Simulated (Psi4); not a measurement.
# GaClF (SMILES [F][Ga][Cl]): UBP86/def2-SVP (Cholesky decomposition, cholesky tolerance 1e-05, sweep point 7)

What is the vertical ionisation energy of GaClF at UBP86/def2-SVP (Cholesky decomposition, cholesky tolerance 1e-05, sweep point 7)? 

The calculation is run with Psi4 1.11.

2 further runs of the same task are left out: 2 for a known fault of the program.

## Step 1: The molecule

GaClF: 3 atoms, total charge 0, spin state doublet. As SMILES, `[F][Ga][Cl]`. The shape is that of a PBE0-D4/def2-TZVP optimisation.

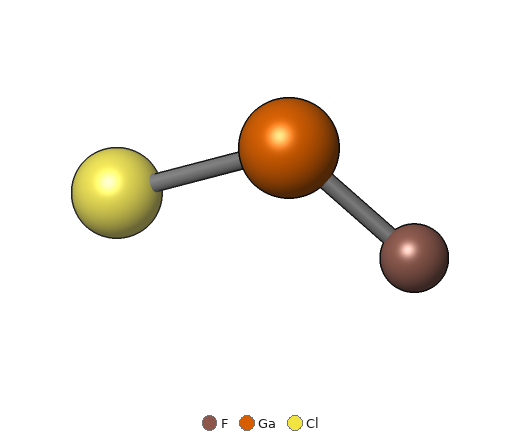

Viewed from a chosen angle; fluorine brown, gallium orange, chlorine yellow.

## Step 2: A single-point energy at UBP86/def2-SVP (Cholesky decomposition, cholesky tolerance 1e-05, sweep point 7)

calc.dat

```
memory 1.6 GB

molecule {
  0 2
  F     -2.68548980     0.55916996    -1.42636528
  Ga     0.12547781     1.22756609     0.21202727
  Cl     2.53960294    -1.90919030     1.18920465
  units bohr
  symmetry c1
}

set basis def2-SVP
set reference uks
set puream true
set scf_type cd
set dft_radial_points 99
set dft_spherical_points 590
set cholesky_tolerance 1e-05
set maxiter 150

result, w = energy('bp86', return_wfn=True)
```

On the command line:

```bash
psi4 -n 1 calc.dat calc.out
```

calc.out:

```text
[...]
  Running in c1 symmetry.
[...]
  Nuclear repulsion =  237.378679143771194
[...]
  Multiplicity = 2
[...]
  Nalpha       = 29
  Nbeta        = 28
[...]
    Number of basis functions: 64
[...]
   @UKS iter   1: -2482.63533232385316   -1.16577e+00   4.11977e-02 DIIS/ADIIS
[...]
   @UKS iter  12: -2484.79268934262109   -2.18506e-09   9.83021e-08 DIIS
[...]
   @S^2 Observed:                7.516236726E-01
[...]
    Orbital Energies [Eh]
    ---------------------
    Alpha Occupied:
       1A   -371.064997     2A   -100.705522     3A    -45.383048
       4A    -40.238990     5A    -40.237265     6A    -40.235960
       7A    -24.264200     8A     -9.189659     9A     -7.018578
      10A     -7.010772    11A     -7.010114    12A     -5.317281
      13A     -3.649661    14A     -3.644875    15A     -3.641725
      16A     -1.027390    17A     -0.796590    18A     -0.782624
      19A     -0.780721    20A     -0.780716    21A     -0.773859
      22A     -0.734007    23A     -0.433924    24A     -0.367136
      25A     -0.341985    26A     -0.338687    27A     -0.299384
      28A     -0.295580    29A     -0.226918
    Alpha Virtual:
[...]
  @UKS Final Energy: -2484.79268934262109
   => Energetics <=
    Nuclear Repulsion Energy =            237.3786791437711940
    One-Electron Energy =               -3931.1135404382403067
    Two-Electron Energy =                1323.0226942260067062
    DFT Exchange-Correlation Energy =    -114.0805222741584259
    Empirical Dispersion Energy =           0.0000000000000000
    VV10 Nonlocal Energy =                  0.0000000000000000
    Total Energy =                      -2484.7926893426210881
[...]
 Multipole Moments:
 ------------------------------------------------------------------------------------
     Multipole            Electronic (a.u.)      Nuclear  (a.u.)        Total (a.u.)
 ------------------------------------------------------------------------------------
 L = 1.  Multiply by 2.5417464519 to convert [e a0] to [Debye]
 Dipole X            :         -1.0545435            1.4061565            0.3516131
 Dipole Y            :          3.1589776           -2.5881039            0.5708737
 Dipole Z            :         -0.0000000           -0.0000000           -0.0000000
 Magnitude           :                                                    0.6704689
[...]
```

Wall time 6.3 s (1 thread of Intel Xeon Platinum 8488C (Sapphire Rapids), shared host); peak memory 0.46 GiB.

## Step 3: The singlet cation at the same level

clfga.dat

```
memory 1600 mb

molecule {
  1 1
  F     -2.68548980     0.55916996    -1.42636528
  Ga     0.12547781     1.22756609     0.21202727
  Cl     2.53960294    -1.90919030     1.18920465
  units bohr
  symmetry c1
}

set reference rks
set puream true
set scf_type cd
set dft_radial_points 99
set dft_spherical_points 590
set cholesky_tolerance 1e-05

E, wfn = energy('bp86/def2-SVP', return_wfn=True)
```

On the command line:

```bash
psi4 clfga.dat clfga.out -n 1
```

clfga.out:

```text
[...]
  Running in c1 symmetry.
[...]
  Nuclear repulsion =  237.378679143771194
[...]
  Multiplicity = 1
[...]
  Nalpha       = 28
  Nbeta        = 28
[...]
    Number of basis functions: 64
[...]
   @RKS iter   1: -2481.96715205633609   -4.97590e-01   4.19772e-02 DIIS/ADIIS
[...]
   @RKS iter  13: -2484.43804168564202   -3.23757e-08   4.77930e-07 DIIS
[...]
    Orbital Energies [Eh]
    ---------------------
    Doubly Occupied:
       1A   -371.383342     2A   -100.983115     3A    -45.698498
       4A    -40.554518     5A    -40.553569     6A    -40.550938
       7A    -24.536748     8A     -9.464562     9A     -7.296878
      10A     -7.283848    11A     -7.283566    12A     -5.633136
      13A     -3.964148    14A     -3.962473    15A     -3.955703
      16A     -1.288922    17A     -1.101833    18A     -1.095915
      19A     -1.094335    20A     -1.091596    21A     -1.082910
      22A     -0.997836    23A     -0.692485    24A     -0.623842
      25A     -0.593748    26A     -0.591831    27A     -0.544158
      28A     -0.541320
[...]
  @RKS Final Energy: -2484.43804168564202
   => Energetics <=
    Nuclear Repulsion Energy =            237.3786791437711940
    One-Electron Energy =               -3914.6216107189866307
    Two-Electron Energy =                1306.5275375799842550
    DFT Exchange-Correlation Energy =    -113.7226476904108665
    Empirical Dispersion Energy =           0.0000000000000000
    VV10 Nonlocal Energy =                  0.0000000000000000
    Total Energy =                      -2484.4380416856420197
[...]
 Multipole Moments:
 ------------------------------------------------------------------------------------
     Multipole            Electronic (a.u.)      Nuclear  (a.u.)        Total (a.u.)
 ------------------------------------------------------------------------------------
 L = 1.  Multiply by 2.5417464519 to convert [e a0] to [Debye]
 Dipole X            :         -0.7477078            1.4061565            0.6584487
 Dipole Y            :          3.7138927           -2.5881039            1.1257888
 Dipole Z            :         -0.0000000           -0.0000000           -0.0000000
 Magnitude           :                                                    1.3042067
[...]
```

Wall time 5.7 s (1 thread of Intel Xeon Platinum 8488C (Sapphire Rapids), shared host); peak memory 0.46 GiB.

## Step 4: Results

Level: UBP86/def2-SVP (Cholesky decomposition, cholesky tolerance 1e-05, sweep point 7).

| quantity | value |
| --- | --- |
| doublet GaClF: total energy | -2484.79269 Eh |
| doublet GaClF: dipole moment | 1.70 D |
| doublet GaClF: HOMO energy (highest over α and β) | -6.17 eV |
| doublet GaClF: LUMO energy (lowest over α and β) | -5.09 eV |
| doublet GaClF: ⟨S²⟩ | 0.752 |
| singlet cation: total energy | -2484.43804 Eh |
| singlet cation: HOMO energy | -14.73 eV |
| singlet cation: LUMO energy | -13.07 eV |
| singlet cation: HOMO–LUMO gap | 1.66 eV |
| vertical ionisation energy (to the singlet cation) | 9.650 eV |

**Reading.** The vertical ionisation energy comes to 9.65 eV (223 kcal/mol). Only the singlet of the ionised species was computed; a triplet could lie lower.
